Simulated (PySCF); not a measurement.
# MgTe (charge −1, doublet): what the fields show

```xyz
2

Mg    0.0000    0.0000   -2.1779
Te    0.0000    0.0000    0.4021
```

Core potentials replace the inner electrons of Te.

Level of theory: PBE0/def2-SVPD, non-relativistic Hamiltonian with scalar-relativistic core potentials where named, at a bond length of 2.580 Å in PySCF 2.14.0.

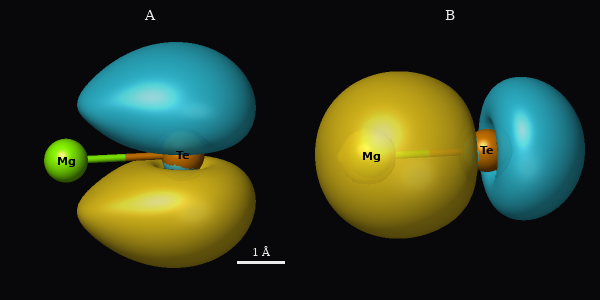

Figure 1. Two frontier β-spin orbitals, each drawn at the value that holds 80 % of its norm (yellow and cyan are the two phases), in no order; of a degenerate pair one member is drawn.

Q: Label each orbital by symmetry, say whether it is occupied, and order them by energy.

A: Orbital B: σ, occupied in this spin, −2.22 eV; shared between the atoms (Mg 40 %, Te 60 %).
Orbital A: π, occupied in this spin, −0.82 eV; mainly on Te (90 %).

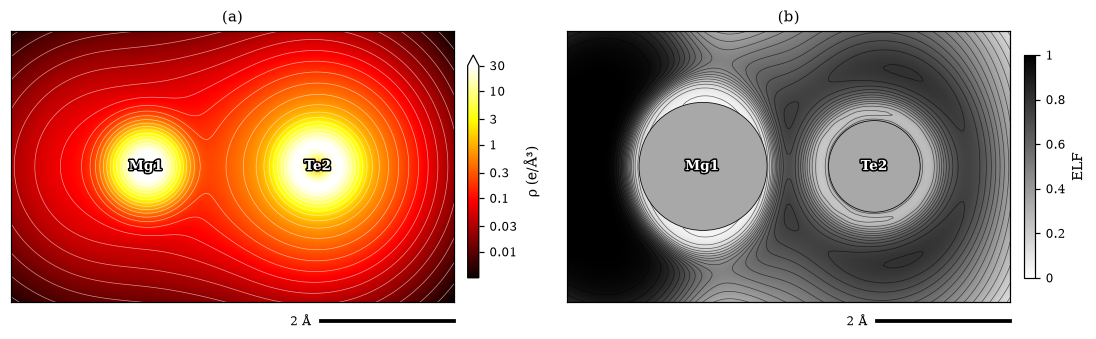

Figure 2. (a) electron density; (b) electron localisation function on a plane that holds the molecular axis. Grey discs cover the atomic cores in the ELF map.

Q: What does the map show?

A:
- Atoms in the plane: Mg and Te.
- Mg–Te (2.58 Å): ρ at the midpoint is about 0.37 e/Å³; the ELF peaks at about 0.70 in the valence shell of Te, 1.3 Å from its nucleus, and is about 0.70 at the midpoint.
